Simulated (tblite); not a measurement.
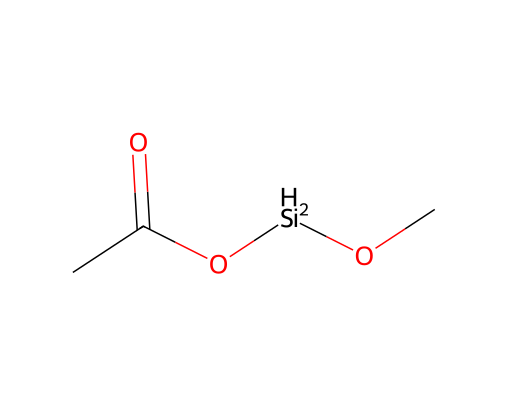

Figure made from data computed with tblite.

Skeletal drawing of a molecule.

Question: Give its SMILES.

Answer: CO[SiH2]OC(C)=O

Question: What is the molecular formula?

Answer: C3H8O3Si.

Question: An optimisation with GFN2-xTB gave a structure of which point group?

Answer: Cs. Other conformers may differ.
